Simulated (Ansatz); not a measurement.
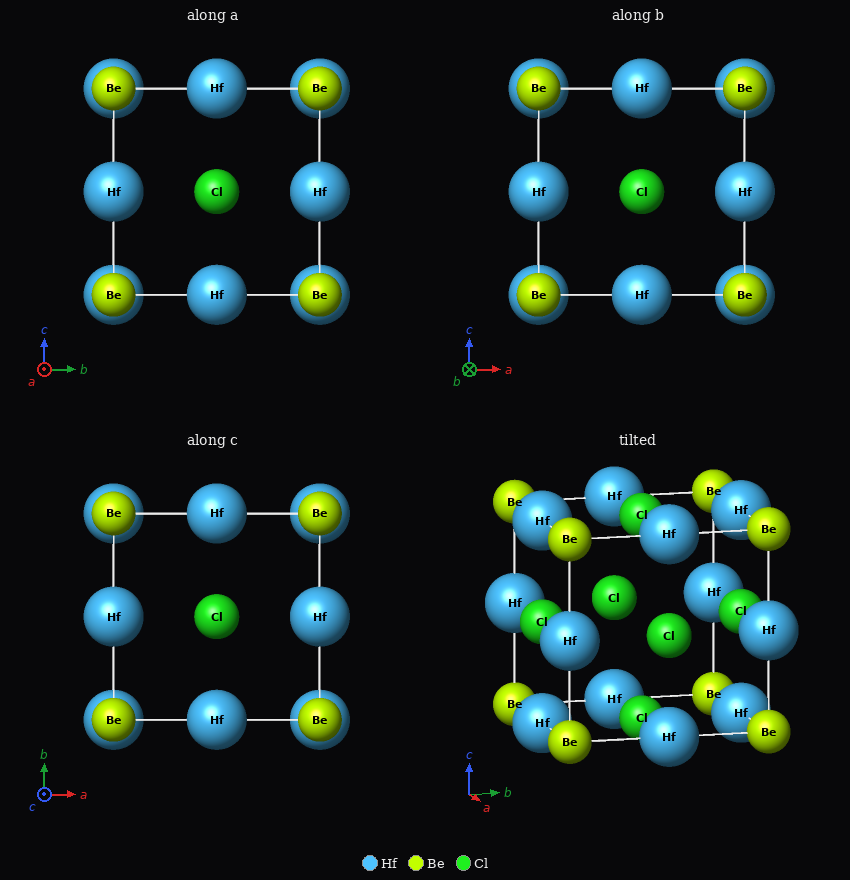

An orthographic spheres-only view of the structure, along the a axis, along the b axis, along the c axis and slightly off an axis. The edges of the conventional unit cell are marked.

Lattice parameters: a = 5.104 Å, b = 5.104 Å, c = 5.104 Å, α = 90.00°, β = 90.00°, γ = 90.00°.

**Transcribe the picture into a table of Wyckoff sites.**

Space group Pm-3m (No. 221).
```json
{"atom": "Hf", "site": "3d", "x": "0.0000", "y": "0.0000", "z": "0.5000"}
{"atom": "Be", "site": "1a", "x": "0.0000", "y": "0.0000", "z": "0.0000"}
{"atom": "Cl", "site": "3c", "x": "0.0000", "y": "0.5000", "z": "0.5000"}
```

Origin of the cell: a structure type filled with these elements by a generator (whether the compound takes this form wasn't checked). Relaxation method: Ansatz, DFT PBE, scalar-relativistic, plane waves, PAW.
